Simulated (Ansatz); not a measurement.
# BNH3Cl (SMILES NBCl) at B3LYP/6-31G(d) (Cartesian functions)

Aim: the vertical electron affinity of BNH3Cl at B3LYP/6-31G* (Cartesian functions), from 2 runs. 

The calculation is run with Ansatz 0.2.0.

61 further runs of the same task are left out: 61 set aside as unsound or not needed.

## (1) The system as given

The species is BNH3Cl (6 atoms), meant as a singlet with charge 0. As SMILES, `NBCl`. The coordinates come from a PBE0-D4/def2-TZVP relaxation.

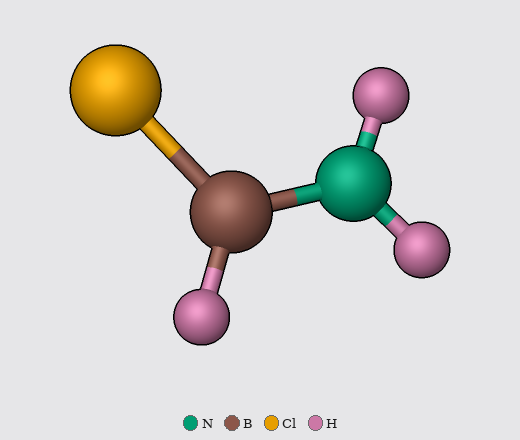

The structure, seen from a chosen angle (nitrogen teal, boron brown, chlorine amber, hydrogen pink).

## (2) A single-point energy at B3LYP/6-31G(d) (Cartesian functions)

File run.yaml:

```yaml
basis:
  gaussian:
    orbitals: "6-31G*"
crystal:
  periodic: [false, false, false]
  atoms:
    - {symbol: "N", position_ang: [-0.395600, -0.007800, -0.658000]}
    - {symbol: B, position_ang: [0.369600, -0.158900, 0.483700]}
    - {symbol: Cl, position_ang: [0.529900, 1.189300, 1.616000]}
    - {symbol: H, position_ang: [-0.511800, -0.749300, -1.326600]}
    - {symbol: H, position_ang: [-0.878600, 0.844500, -0.888200]}
    - {symbol: H, position_ang: [0.928800, -1.181900, 0.727100]}
output: {orbitals: {seedname: orbitals}}
accuracy: high
hamiltonian:
  xc: {name: B3LYP}
magnetization:
  spin_polarized: false
  initial_magnetization: 0
```

Run with:

```console
$ ansatz run run.yaml --threads 1 --pin off --max-ram 3480MiB --events-out events.jsonl --progress --plain --runs-dir runs
```

The program printed:

```text
Warning: RAYON_NUM_THREADS=1 ignored (pool sized by the plan → 1); use --threads N
Functional definition: B3LYP
  name "B3LYP"
  parameter a0 = 0.2
  parameter ax = 0.72
  parameter ac = 0.81
  exchange = (1 - a0 - ax)*slater_x + ax*b88_x + a0*exact_x
  correlation = (1 - ac)*vwn_rpa_c + ac*lyp_c
1174 factors; integrals over basis functions are off by at most 4.1e-9 eV
mean field evaluation 1: about -14735.5293 eV, gradient 4.9e1 eV
mean field evaluation 2: about -14729.0051 eV, gradient 7.1e1 eV
mean field evaluation 4: about -14740.1380 eV, gradient 1.8e0 eV
mean field evaluation 8: about -14740.1474 eV, gradient 1.2e-1 eV
mean field evaluation 16: about -14740.1474 eV, gradient 3.4e-6 eV
mean field -14740.14743745 eV, -541.6904270953 hartree, gradient 1.9e-8 eV, S^2 0.000000; 0 other end points of the search recorded, 0 dependent functions left out
reference -14740.14747003 eV, -541.6904282926 hartree; 16, 16 occupied and 39, 39 virtual orbitals, 1174 factors
Total energy: -14740.14747003 eV, -541.6904282926 hartree
```

Wall time 2.8 s (1 thread of Arm Neoverse V1, shared host); peak memory 0.14 GiB.

## (3) The doublet anion, same level

File molecule.yaml:

```yaml
crystal:
  periodic: [false, false, false]
  atoms:
    - symbol: "N"
      position_ang: [-0.395600, -0.007800, -0.658000]
    - symbol: B
      position_ang: [0.369600, -0.158900, 0.483700]
    - symbol: Cl
      position_ang: [0.529900, 1.189300, 1.616000]
    - symbol: H
      position_ang: [-0.511800, -0.749300, -1.326600]
    - symbol: H
      position_ang: [-0.878600, 0.844500, -0.888200]
    - symbol: H
      position_ang: [0.928800, -1.181900, 0.727100]
basis:
  gaussian:
    orbitals: "6-31G*"
total_charge: -1
hamiltonian:
  xc: {name: B3LYP}
magnetization:
  spin_polarized: true
  initial_magnetization: 1
accuracy: high
output: {orbitals: {seedname: orbitals}}
```

Run with:

```console
$ ansatz run molecule.yaml --threads 1 --pin off --max-ram 3480MiB --events-out events.jsonl --progress --plain --runs-dir runs
```

The program printed (excerpt; [...] marks lines left out):

```text
Warning: RAYON_NUM_THREADS=1 ignored (pool sized by the plan → 1); use --threads N
[... 7 set-up lines as earlier in the session ...]
1174 factors; integrals over basis functions are off by at most 4.1e-9 eV
mean field evaluation 1: about -14734.9774 eV, gradient 2.2e1 eV
mean field evaluation 2: about -14733.6843 eV, gradient 2.8e1 eV
mean field evaluation 4: about -14737.0964 eV, gradient 7.0e-1 eV
mean field evaluation 8: about -14737.1925 eV, gradient 5.3e-2 eV
mean field evaluation 16: about -14737.1925 eV, gradient 1.9e-5 eV
mean field -14737.19250217 eV, -541.5818352270 hartree, gradient 3.5e-8 eV, S^2 0.753145; 2 other end points of the search recorded, 0 dependent functions left out
reference -14737.19253344 eV, -541.5818363760 hartree; 17, 16 occupied and 38, 39 virtual orbitals, 1174 factors
Total energy: -14737.19253344 eV, -541.5818363760 hartree
```

Wall time 6.3 s (1 thread of Arm Neoverse V1, shared host); peak memory 0.2 GiB.

## (4) Results

Level: B3LYP/6-31G* (Cartesian functions).

```
                                         quantity          value
                     singlet BNH3Cl: total energy  -541.69043 Eh
                      singlet BNH3Cl: HOMO energy       -7.89 eV
                      singlet BNH3Cl: LUMO energy        0.46 eV
                    singlet BNH3Cl: HOMO–LUMO gap        8.35 eV
                      doublet anion: total energy  -541.58184 Eh
doublet anion: HOMO energy (highest over α and β)        5.54 eV
 doublet anion: LUMO energy (lowest over α and β)        7.68 eV
                              doublet anion: ⟨S²⟩          0.753
vertical electron affinity (to the doublet anion)      -2.955 eV
```

In words: The anion lies 2.95 eV (285 kJ/mol) above the neutral: the electron isn't bound at this level, and such a value depends on the basis. Without diffuse functions anions come out too high. The HOMO (doublet anion) lies at positive energy, 5.54 eV; only total energies tell whether the electron is bound.
